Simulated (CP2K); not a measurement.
# ZrCl4 (zirconium tetrachloride): GFN1-xTB

Aim: the energy change on altering one bond length of ZrCl4 (zirconium tetrachloride) at GFN1-xTB, from 2 runs. 

The results are computed with CP2K 2026.2.

5 further runs of the same task are left out: 2 that didn't finish, 3 set aside as unsound or not needed.

**1. The structure to begin with**

ZrCl4 has 5 atoms, charge 0, and is taken as a singlet. As SMILES, `Cl[Zr](Cl)(Cl)Cl`. Geometry: relaxed at PBE0-D4/def2-TZVP.

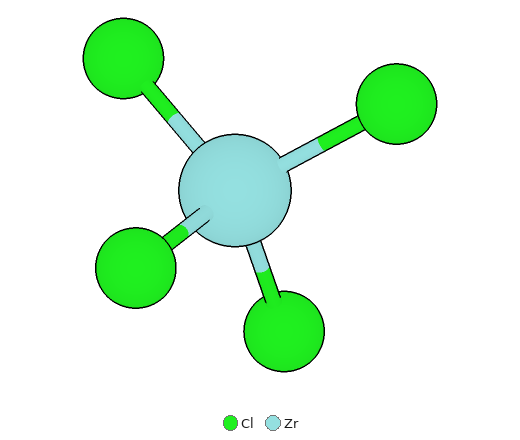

Viewed from a chosen angle; chlorine green, zirconium light teal.

**2. A single-point energy at GFN1-xTB**

Contents of molecule.xyz:

```xyz
5

Cl    -0.109970    -0.230800     2.301810
Zr     0.000020     0.000000    -0.000020
Cl     1.545400    -1.499220    -0.853260
Cl    -2.081750    -0.430080    -0.919260
Cl     0.646280     2.160110    -0.529270
```

Contents of gas.inp:

```
&FORCE_EVAL
    METHOD Quickstep
    &DFT
        CHARGE 0
        MULTIPLICITY 1
        # Quickstep
        &QS
            METHOD XTB
            EPS_DEFAULT 1.0E-10
            &XTB
                GFN_TYPE TBLITE
                &TBLITE
                    METHOD GFN1
                &END TBLITE
                CHECK_ATOMIC_CHARGES F
            &END XTB
        &END QS
        # cluster boundary conditions
        &POISSON
            PERIODIC NONE
            POISSON_SOLVER ANALYTIC
        &END POISSON
        # self-consistent field
        &SCF
            SCF_GUESS ATOMIC
            EPS_SCF 1.0E-07
            MAX_SCF 150
            ADDED_MOS 8
            &DIAGONALIZATION
                ALGORITHM STANDARD
            &END DIAGONALIZATION
            &MIXING
                METHOD DIRECT_P_MIXING
                ALPHA 0.4
            &END MIXING
            &SMEAR ON
                METHOD FERMI_DIRAC
                ELECTRONIC_TEMPERATURE [K] 300
            &END SMEAR
        &END SCF
        &PRINT
            &MOMENTS
                PERIODIC F
                REFERENCE COM
                MAX_MOMENT 1
            &END MOMENTS
            &MO ON
                ENERGIES T
                OCCUPATION_NUMBERS T
                NDIGITS 6
                &EACH
                    QS_SCF 0
                &END EACH
                ADD_LAST NUMERIC
            &END MO
            &HIRSHFELD OFF
            &END HIRSHFELD
        &END PRINT
    &END DFT
    # structure
    &SUBSYS
        # box in angstrom
        &CELL
            ABC [angstrom] 19.6 19.7 19.2
            PERIODIC NONE
        &END CELL
        &TOPOLOGY
            COORD_FILE_NAME molecule.xyz
            COORD_FILE_FORMAT XYZ
            &CENTER_COORDINATES
            &END CENTER_COORDINATES
        &END TOPOLOGY
    &END SUBSYS
&END FORCE_EVAL
&GLOBAL
    PROJECT gas
    RUN_TYPE ENERGY
    PRINT_LEVEL MEDIUM
&END GLOBAL
```

The run is started by

```
OMP_NUM_THREADS=1 cp2k.psmp gas.inp > gas.out
```

What it wrote:

```text
CP2K| version string:                                       CP2K version 2026.2
[...]
 GLOBAL| Method name                                                        CP2K
[...]
 GLOBAL| Run type                                                         ENERGY
[...]
                             - Atoms:                                          5
[...]
                             - Spherical basis functions:                     45
[...]
 Number of electrons:                                                         32
[...]
  *** SCF run converged in    33 steps ***
[...]
  Fermi energy:                                                -0.38317749452025
[...]
 TB_DIPOLE| Moment [Debye]          0.00005528      -0.00000722      -0.00012462
 TB_DIPOLE| Derivative [a.u.]       0.00000000       0.00000000       0.00000000
[...]
 ENERGY| Total FORCE_EVAL ( QS ) energy [hartree]            -18.697124691131776
[...]
```

It took 0.26 s on 1 thread of Arm Neoverse V2, shared host.

**3. The distorted shape, same level**

Contents of molecule.xyz:

```xyz
5

Cl     0.202322    -0.166283     2.439708
Zr     0.312312     0.064517     0.137878
Cl     1.857692    -1.434703    -0.715362
Cl    -2.081750    -0.430080    -0.919260
Cl     0.958572     2.224627    -0.391372
```

Contents of job.inp:

```
&GLOBAL
    PROJECT job
    RUN_TYPE ENERGY
    PRINT_LEVEL MEDIUM
&END GLOBAL
&FORCE_EVAL
    METHOD QUICKSTEP
    &DFT
        # Quickstep
        &QS
            METHOD XTB
            EPS_DEFAULT 1.0E-10
            &XTB
                GFN_TYPE TBLITE
                &TBLITE
                    METHOD GFN1
                &END TBLITE
                CHECK_ATOMIC_CHARGES F
            &END XTB
        &END QS
        # cluster boundary conditions
        &POISSON
            PERIODIC NONE
            POISSON_SOLVER ANALYTIC
        &END POISSON
        # self-consistent field
        &SCF
            SCF_GUESS ATOMIC
            EPS_SCF 1.0E-07
            MAX_SCF 250
            ADDED_MOS 8
            EPS_DIIS 1.0E-04
            &DIAGONALIZATION
                ALGORITHM STANDARD
            &END DIAGONALIZATION
            &MIXING
                METHOD DIRECT_P_MIXING
                ALPHA 0.4
            &END MIXING
            &SMEAR ON
                METHOD FERMI_DIRAC
                ELECTRONIC_TEMPERATURE [K] 1000
            &END SMEAR
        &END SCF
        &PRINT
            &MOMENTS
                PERIODIC F
                REFERENCE COM
                MAX_MOMENT 1
            &END MOMENTS
            &MO ON
                ENERGIES T
                OCCUPATION_NUMBERS T
                NDIGITS 6
                &EACH
                    QS_SCF 0
                &END EACH
                ADD_LAST NUMERIC
            &END MO
            &HIRSHFELD OFF
            &END HIRSHFELD
        &END PRINT
    &END DFT
    &SUBSYS
        # vacuum box
        &CELL
            ABC 19.9 19.7 19.4
            PERIODIC NONE
        &END CELL
        &TOPOLOGY
            COORD_FILE_NAME molecule.xyz
            COORD_FILE_FORMAT XYZ
            &CENTER_COORDINATES
            &END CENTER_COORDINATES
        &END TOPOLOGY
    &END SUBSYS
&END FORCE_EVAL
```

The run is started by

```
OMP_NUM_THREADS=1 cp2k.psmp job.inp > job.out
```

What it wrote:

```text
CP2K| version string:                                       CP2K version 2026.2
[...]
 GLOBAL| Method name                                                        CP2K
[...]
 GLOBAL| Run type                                                         ENERGY
[...]
                             - Atoms:                                          5
[...]
                             - Spherical basis functions:                     45
[...]
 Number of electrons:                                                         32
[...]
  *** SCF run converged in    65 steps ***
[...]
  Fermi energy:                                                -0.41109195859961
[...]
 TB_DIPOLE| Moment [Debye]          2.00058426       0.41329371       0.88326506
 TB_DIPOLE| Derivative [a.u.]       0.00000000       0.00000000       0.00000000
[...]
 ENERGY| Total FORCE_EVAL ( QS ) energy [hartree]            -18.676593129415945
[...]
```

Run time: 0.3 s. Hardware: 1 thread of Arm Neoverse V2, shared host.

**4. What came out**

Level: GFN1-xTB.

| quantity | value |
| --- | --- |
| first shape: total energy | -18.69712 Eh |
| first shape: dipole moment (from atomic charges alone) | 0.00 D |
| first shape: HOMO energy | -12.83 eV |
| first shape: LUMO energy | -9.53 eV |
| first shape: HOMO–LUMO gap | 3.30 eV |
| first shape: dispersion energy | -8.47 kJ/mol |
| distorted shape: total energy | -18.67659 Eh |
| distorted shape: dipole moment (from atomic charges alone) | 2.23 D |
| distorted shape: HOMO energy | -12.49 eV |
| distorted shape: LUMO energy | -9.88 eV |
| distorted shape: HOMO–LUMO gap | 2.60 eV |
| distorted shape: dispersion energy | -8.24 kJ/mol |
| energy change with the Zr2–Cl4 bond stretched from 2.316 to 2.663 Å | 0.559 eV |

What this shows: With the Zr2–Cl4 bond stretched from 2.316 to 2.663 Å the energy rises by 0.56 eV (12.9 kcal/mol). The first shape isn't relaxed at this level, so the change isn't measured from a minimum. The dipole (distorted shape) comes from point charges on the atoms alone, without atomic dipoles, so it is partial.
